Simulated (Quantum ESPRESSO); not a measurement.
# KCrF3: parallel and opposed starts

Does KCrF3 prefer parallel or opposed moments?

Program: Quantum ESPRESSO 7.5. Level of theory: LDA with U = 3.5 eV on Cr d (ortho-atomic projectors); plane waves with GBRV 1.5 LDA potentials, no spin-orbit coupling. Results are calculated unless marked as measured.

## (1) Set-up

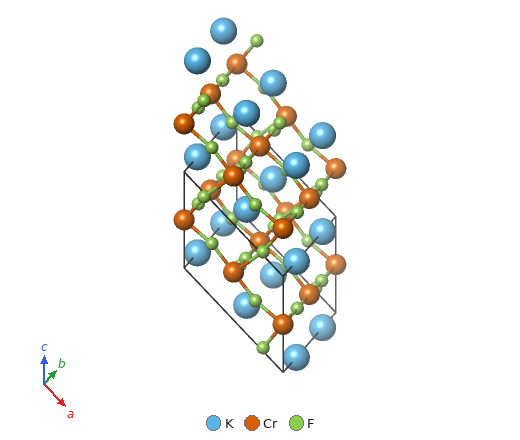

The cell as given, from a free direction (potassium blue, chromium orange, fluorine green). 1×1×2 cells are drawn. This picture shows the conventional cell, with its axes. Some periodic images of atoms are drawn too.

The cell comes from the Crystallography Open Database.

## (2) Run 1, typed as ferro ++

The signs are those of the starting moments on the seeded atoms, the atoms that are given a moment.

Contents of pw.in:

```
&CONTROL
  calculation = 'scf'
  prefix = 'pwscf'
  outdir = './tmp'
  pseudo_dir = './pseudo'
  disk_io = 'nowf'
/
&SYSTEM
  ibrav = 0
  nat = 10
  ntyp = 3
  ecutwfc = 40
  ecutrho = 280
  nbnd = 61
  occupations = 'smearing'
  smearing = 'fd'
  degauss = 0.00367493
  nspin = 2
  starting_magnetization(1) = 0
  starting_magnetization(2) = 0.2143
  starting_magnetization(3) = 0
/
&ELECTRONS
  conv_thr = 2d-08
  electron_maxstep = 150
  mixing_beta = 0.3
/
ATOMIC_SPECIES
K      39.0983 k_lda_v1.4.uspp.F.UPF
Cr     51.9961 cr_lda_v1.5.uspp.F.UPF
F      18.9984 f_lda_v1.4.uspp.F.UPF
CELL_PARAMETERS angstrom
   3.9882640563   -4.2877350000    0.0000000000
   3.9882640563    4.2877350000    0.0000000000
  -3.9818678579    0.0000000000    4.2534572266
ATOMIC_POSITIONS crystal
K       0.2516000000    0.7484000000    0.0000000000
K       0.7484000000    0.2516000000    0.0000000000
Cr      0.0000000000    0.0000000000    0.5000000000
Cr      0.5000000000    0.5000000000    0.5000000000
F       0.7980000000    0.7980000000    0.0370000000
F       0.2020000000    0.2020000000    0.9630000000
F       0.7305000000    0.2695000000    0.5000000000
F       0.2695000000    0.7305000000    0.5000000000
F       0.2800000000    0.2800000000    0.5580000000
F       0.7200000000    0.7200000000    0.4420000000
K_POINTS automatic
6 6 6 0 0 0
HUBBARD {ortho-atomic}
U Cr-3d 3.5000
```

On the command line:

```bash
$ OMP_NUM_THREADS=1 mpirun -n 4 pw.x -nk 4 -in pw.in > pw.out
```

What it wrote:

```text
Program PWSCF v.7.5 starts

     Message from routine setup:
     using ibrav=0 with symmetry is DISCOURAGED, use correct ibrav instead

     K-points division:     npool     =       4
     Subspace diagonalization in iterative solution of the eigenvalue problem:

     G-vector sticks info
     --------------------
     sticks:   dense  smooth     PW     G-vecs:    dense   smooth      PW
     Sum        2727    1559    507                77649    33571    6225

     Using Slab Decomposition

     bravais-lattice index     =            0
     lattice parameter (alat)  =      11.0659  a.u.
     unit-cell volume          =     981.7039 (a.u.)^3
     number of atoms/cell      =           10
     number of atomic types    =            3
     number of electrons       =        88.00
     number of Kohn-Sham states=           61
     kinetic-energy cutoff     =      40.0000  Ry
     charge density cutoff     =     280.0000  Ry
     scf convergence threshold =      2.0E-08
     mixing beta               =       0.3000
     number of iterations used =            8  plain     mixing
     Exchange-correlation=  SLA  PZ   NOGX NOGC
                           (   1   1   0   0   0   0   0)
     Hubbard projectors: ortho-atomic
     Hubbard parameters of DFT+U (Dudarev formulation) in eV:
     U(Cr-3d) =  3.5000

     Internal variables: lda_plus_u =T, lda_plus_u_kind = 0

     Internal variables: orbital_resolved =F, hub_pot_fix =F, apply_U = F

     celldm(1)=  11.065943  celldm(2)=   0.000000  celldm(3)=   0.000000
     celldm(4)=   0.000000  celldm(5)=   0.000000  celldm(6)=   0.000000

     crystal axes: (cart. coord. in units of alat)
               a(1) = (   0.681074  -0.732215   0.000000 )
               a(2) = (   0.681074   0.732215   0.000000 )
               a(3) = (  -0.679982   0.000000   0.726361 )

     reciprocal axes: (cart. coord. in units 2 pi/alat)
               b(1) = (  0.734135 -0.682860  0.687259 )
               b(2) = (  0.734135  0.682860  0.687259 )
               b(3) = ( -0.000000  0.000000  1.376726 )

     PseudoPot. # 1 for K  read from file:
     k_lda_v1.4.uspp.F.UPF
     Pseudo is Ultrasoft + core correction, Zval =  9.0
     Generated by new atomic code, or converted to UPF format
     Using radial grid of  841 points,  6 beta functions with:
                l(1) =   0
                l(2) =   0
                l(3) =   1
                l(4) =   1
                l(5) =   2
                l(6) =   2
     Q(r) pseudized with  6 coefficients,  rinner =    1.500   1.500   1.500
                                                       1.500   1.500

     PseudoPot. # 2 for Cr read from file:
     cr_lda_v1.5.uspp.F.UPF
     Pseudo is Ultrasoft + core correction, Zval = 14.0
     Generated by new atomic code, or converted to UPF format
     Using radial grid of  857 points,  6 beta functions with:
                l(1) =   0
                l(2) =   0
                l(3) =   1
                l(4) =   1
                l(5) =   2
                l(6) =   2
     Q(r) pseudized with  8 coefficients,  rinner =    0.950   0.950   0.950
                                                       0.950   0.950

     PseudoPot. # 3 for F  read from file:
     f_lda_v1.4.uspp.F.UPF
     Pseudo is Ultrasoft, Zval =  7.0
     Generated by new atomic code, or converted to UPF format
     Using radial grid of  799 points,  4 beta functions with:
                l(1) =   0
                l(2) =   0
                l(3) =   1
                l(4) =   1
     Q(r) pseudized with  8 coefficients,  rinner =    0.950   0.950   0.950

     atomic species   valence    mass     pseudopotential
     K                 9.00    39.09830     K ( 1.00)
     Cr               14.00    51.99610     Cr( 1.00)
     F                 7.00    18.99840     F ( 1.00)

     Starting magnetic structure
     atomic species   magnetization
     K               0.000
     Cr              0.214
     F               0.000

      4 Sym. Ops., with inversion, found

   Cartesian axes

     site n.     atom                  positions (alat units)
         1        K      tau(   1) = (   0.6810740   0.3637642   0.0000000  )
         2        K      tau(   2) = (   0.6810740  -0.3637642   0.0000000  )
         3        Cr     tau(   3) = (  -0.3399909   0.0000000   0.3631805  )
         4        Cr     tau(   4) = (   0.3410832   0.0000000   0.3631805  )
         5        F      tau(   5) = (   1.0618348  -0.0000000   0.0268754  )
         6        F      tau(   6) = (  -0.3796685   0.0000000   0.6994856  )
         7        F      tau(   7) = (   0.3410832  -0.3375509   0.3631805  )
         8        F      tau(   8) = (   0.3410832   0.3375509   0.3631805  )
         9        F      tau(   9) = (   0.0019716   0.0000000   0.4053094  )
        10        F      tau(  10) = (   0.6801947   0.0000000   0.3210515  )

     number of k points=    68  Fermi-Dirac smearing, width (Ry)=  0.0037
                       cart. coord. in units 2pi/alat
        k(    1) = (   0.0000000   0.0000000   0.0000000), wk =   0.0046296
        k(    2) = (   0.0000000   0.0000000   0.2294543), wk =   0.0092593
        k(    3) = (   0.0000000   0.0000000   0.4589087), wk =   0.0092593
        k(    4) = (   0.0000000   0.0000000  -0.6883630), wk =   0.0046296
        k(    5) = (   0.1223558   0.1138100   0.1145432), wk =   0.0185185
        [... 63 further k-points ...]

     Dense  grid:    77649 G-vectors     FFT dimensions: (  60,  60,  60)

     Smooth grid:    33571 G-vectors     FFT dimensions: (  45,  45,  45)

     Check: negative core charge=   -0.000004
     Generating pointlists ...
     new r_m :   0.1964 (alat units)  2.1732 (a.u.) for type    1
     new r_m :   0.1392 (alat units)  1.5408 (a.u.) for type    2
     new r_m :   0.1392 (alat units)  1.5408 (a.u.) for type    3

     Initial potential from superposition of free atoms

     starting charge      84.9944, renormalised to      88.0000

     negative rho (up, down):  1.344E-03 8.672E-04

     STARTING HUBBARD OCCUPATIONS:

     =================== HUBBARD OCCUPATIONS ===================
     ------------------------ ATOM    3 ------------------------
     Tr[ns(  3)] (up, down, total) =   3.40000  0.00000  3.40000
     Atomic magnetic moment for atom   3 =   3.40000
     [... lines left out ...]
     ------------------------ ATOM    4 ------------------------
     Tr[ns(  4)] (up, down, total) =   3.40000  0.00000  3.40000
     Atomic magnetic moment for atom   4 =   3.40000
     [... lines left out ...]
     Number of occupied Hubbard levels =    6.8000

     Atomic wfc used for Hubbard projectors are orthogonalized

     Starting wfcs are   60 randomized atomic wfcs +    1 random wfcs

     Self-consistent Calculation

     iteration #  1     ecut=    40.00 Ry     beta= 0.30
     Davidson diagonalization with overlap
     ethr =  1.00E-02,  avg # of iterations =  7.7

     =================== HUBBARD OCCUPATIONS ===================
     ------------------------ ATOM    3 ------------------------
     Tr[ns(  3)] (up, down, total) =   4.10335  0.21724  4.32059
     Atomic magnetic moment for atom   3 =   3.88611
     [... lines left out ...]
     ------------------------ ATOM    4 ------------------------
     Tr[ns(  4)] (up, down, total) =   4.06749  0.22420  4.29169
     Atomic magnetic moment for atom   4 =   3.84329
     [... lines left out ...]
     Number of occupied Hubbard levels =    8.6123

     Threshold (ethr) on eigenvalues was too large:
     Diagonalizing with lowered threshold

     Davidson diagonalization with overlap
     ethr =  4.65E-04,  avg # of iterations =  2.2

     negative rho (up, down):  3.971E-04 1.629E-03

     total energy              =    -756.86419884 Ry
     estimated scf accuracy    <       0.42152370 Ry

     total magnetization       =     8.00 Bohr mag/cell
     absolute magnetization    =     8.12 Bohr mag/cell

     iteration #  2     ecut=    40.00 Ry     beta= 0.30
     Davidson diagonalization with overlap
     ethr =  4.79E-04,  avg # of iterations =  2.0

     negative rho (up, down):  0.000E+00 2.464E-03

     total energy              =    -756.89047220 Ry
     estimated scf accuracy    <       0.14510162 Ry

     total magnetization       =     8.00 Bohr mag/cell
     absolute magnetization    =     8.07 Bohr mag/cell

     iteration #  3     ecut=    40.00 Ry     beta= 0.30
     Davidson diagonalization with overlap
     ethr =  1.65E-04,  avg # of iterations =  8.7

     negative rho (up, down):  0.000E+00 4.040E-03

     total energy              =    -756.90563591 Ry
     estimated scf accuracy    <       0.02991044 Ry

     total magnetization       =     8.00 Bohr mag/cell
     absolute magnetization    =     8.09 Bohr mag/cell

     [... further iterations left out ...]

     iteration # 10     ecut=    40.00 Ry     beta= 0.30
     Davidson diagonalization with overlap
     ethr =  5.89E-10,  avg # of iterations =  2.8

     negative rho (up, down):  0.000E+00 7.909E-03

     total energy              =    -756.90948370 Ry
     estimated scf accuracy    <       0.00000022 Ry

     total magnetization       =     8.00 Bohr mag/cell
     absolute magnetization    =     8.09 Bohr mag/cell

     iteration # 11     ecut=    40.00 Ry     beta= 0.30
     Davidson diagonalization with overlap
     ethr =  2.51E-10,  avg # of iterations =  2.2

     negative rho (up, down):  0.000E+00 7.911E-03

     total energy              =    -756.90948382 Ry
     estimated scf accuracy    <       0.00000008 Ry

     total magnetization       =     8.00 Bohr mag/cell
     absolute magnetization    =     8.09 Bohr mag/cell

     iteration # 12     ecut=    40.00 Ry     beta= 0.30
     Davidson diagonalization with overlap
     ethr =  9.32E-11,  avg # of iterations =  2.6

     negative rho (up, down):  0.000E+00 7.916E-03

     total energy              =    -756.90948385 Ry
     estimated scf accuracy    <       0.00000005 Ry

     total magnetization       =     8.00 Bohr mag/cell
     absolute magnetization    =     8.09 Bohr mag/cell

     iteration # 13     ecut=    40.00 Ry     beta= 0.30
     Davidson diagonalization with overlap
     ethr =  5.39E-11,  avg # of iterations =  2.7

     negative rho (up, down):  0.000E+00 7.917E-03

     Magnetic moment per site  (integrated on atomic sphere of radius R)
     atom   1 (R=0.196)  charge=  7.5454  magn=  0.0016
     atom   2 (R=0.196)  charge=  7.5454  magn=  0.0016
     atom   3 (R=0.139)  charge= 10.9964  magn=  3.1015
     atom   4 (R=0.139)  charge= 11.0002  magn=  3.0965
     atom   5 (R=0.139)  charge=  6.4409  magn=  0.0297
     atom   6 (R=0.139)  charge=  6.4409  magn=  0.0297
     atom   7 (R=0.139)  charge=  6.4405  magn=  0.0300
     atom   8 (R=0.139)  charge=  6.4405  magn=  0.0300
     atom   9 (R=0.139)  charge=  6.4630  magn=  0.0186
     atom  10 (R=0.139)  charge=  6.4630  magn=  0.0186

     End of self-consistent calculation

     =================== HUBBARD OCCUPATIONS ===================
     ------------------------ ATOM    3 ------------------------
     Tr[ns(  3)] (up, down, total) =   4.10688  0.23090  4.33778
     Atomic magnetic moment for atom   3 =   3.87598
     [... lines left out ...]
     ------------------------ ATOM    4 ------------------------
     Tr[ns(  4)] (up, down, total) =   4.10314  0.23695  4.34009
     Atomic magnetic moment for atom   4 =   3.86619
     [... lines left out ...]
     Number of occupied Hubbard levels =    8.6779

     Number of k-points >= 100: set verbosity='high' to print the bands.

     the Fermi energy is     7.5458 ev

!    total energy              =    -756.90948391 Ry
     estimated scf accuracy    <          2.0E-09 Ry
     smearing contrib. (-TS)   =      -0.00000000 Ry
     internal energy E=F+TS    =    -756.90948391 Ry

     The total energy is F=E-TS. E is the sum of the following terms:
     one-electron contribution =    -420.44547032 Ry
     hartree contribution      =     249.29594306 Ry
     xc contribution           =    -117.64458489 Ry
     ewald contribution        =    -468.22469093 Ry
     Hubbard energy            =       0.10931916 Ry

     total magnetization       =     8.00 Bohr mag/cell
     absolute magnetization    =     8.09 Bohr mag/cell

     convergence has been achieved in  13 iterations

=------------------------------------------------------------------------------=
   JOB DONE.
=------------------------------------------------------------------------------=
```

Run time: 2.5 min. Hardware: 4 MPI ranks of Intel Xeon 6975P-C (Granite Rapids), shared host; peak memory 1.2 GiB.

Spin moment in the atom's sphere by atom:

```tsv
atom	spin moment in the atom's sphere (μB)
K1	0.00
K2	0.00
Cr3	3.10
Cr4	3.10
F5	0.03
F6	0.03
F7	0.03
F8	0.03
F9	0.02
F10	0.02
```

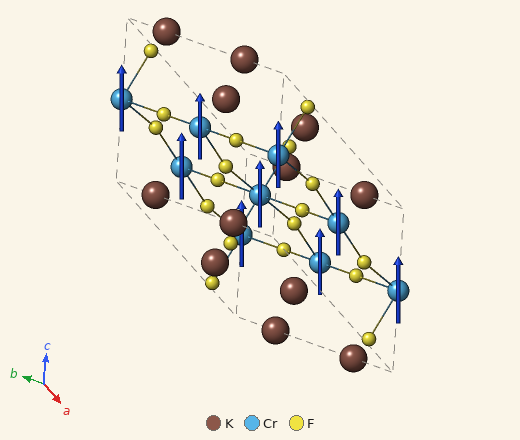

Spin moment in the atom's sphere as arrows, the longest 3.10 μB. Up and down stand for the sign. Arrows give size and sign along the axis of quantisation, drawn up and down the page. Some periodic images of atoms are drawn too.

This step gave:

```
smearing term TS       : 1.60e-9 eV
magnetization          : 8 μB
absolute magnetization : 8.094 μB
final state            : ferromagnetic
```

(Continued in part 2 of 2.)

[Logs and program files are shortened in this print: banners, set-up blocks, solver, clock and traceback lines can be left out without a mark of their own.]

[Logs are printed without paths, hosts, clocks, repeated set-up lines and the standing remarks that a program may print on its own settings, such as how far it seeks lower states.]

[Hosts, paths, dates, database ids (printed as entryN), source tags and the programs' standing remarks are cut or masked in the printed files.]

[Where a cell is said to come from a database of computed structures, the database is the Materials Project.]
